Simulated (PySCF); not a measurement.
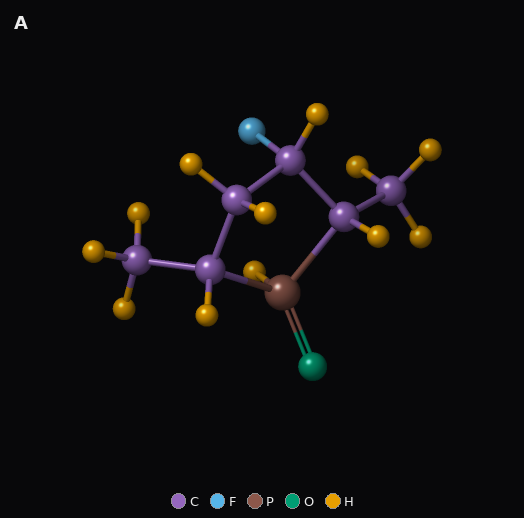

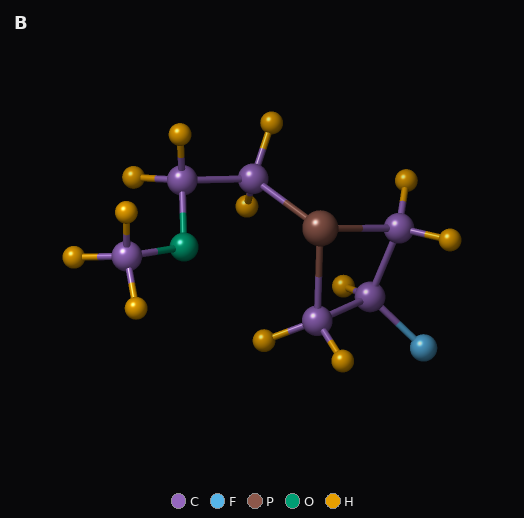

2 stationary structures of one formula. Geometries: GFN2-xTB. Electronic energies: PBE0/pcSseg-1 (PySCF 2.14.0), without zero-point energy. No frequency run is at hand to confirm each as a minimum. Each is one conformer, not always the lowest.

> How are they related?

They are constitutional isomers of C6H12FOP: A `C[C@@H]1C[C@H](F)[C@H](C)[P@H]1=O`, B `COCCP1CC(F)C1`.

> Which is lowest in energy, and by how much?

A is lowest; B lies 1.802 eV above it.

The geometry is semi-empirical. Around P such bond lengths and angles can be off by a tenth of an ångström or more and by several degrees, and values that hang on the shape move with them.
